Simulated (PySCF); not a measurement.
C₄H₁₃BO₂Si, SMILES C[Si](C)(C)CB(O)O, singlet at its GFN2-xTB optimised geometry (Å):

```
21

Si    -0.2940    -1.1133     0.0000
C     -0.9356    -2.0119     1.5579
C      1.6154    -1.1133     0.0000
C     -0.9307    -2.0064    -1.5630
C     -0.9288     0.6948     0.0000
B     -0.4009     1.4714    -1.2872
O      0.7825     2.1327    -1.3011
O     -1.0729     1.4642    -2.4646
H     -0.5910    -3.0406     1.5780
H     -0.5883    -1.5338     2.4685
H     -2.0204    -2.0306     1.5921
H      1.9998    -0.5664    -0.8558
H      2.0126    -2.1226    -0.0492
H      2.0180    -0.6503     0.8966
H     -2.0158    -2.0582    -1.5832
H     -0.6073    -1.4883    -2.4609
H     -0.5573    -3.0245    -1.6184
H     -2.0180     0.6817     0.0339
H     -0.5984     1.1808     0.9178
H      1.2638     2.1226    -0.4762
H     -1.8978     0.9827    -2.4590
```

Computed with CAM-B3LYP/def2-SVP in PySCF.

Map of the deformation density (molecule minus spherical neutral atoms) (e/bohr³) on the plane z = 0.6 Å:

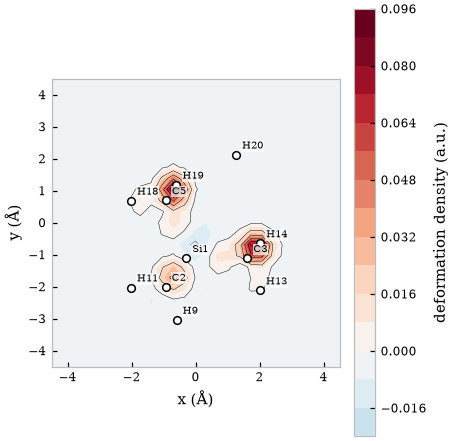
Figure: Deformation density (molecule minus spherical neutral atoms) (e/bohr³) on the plane z = 0.6 Å.
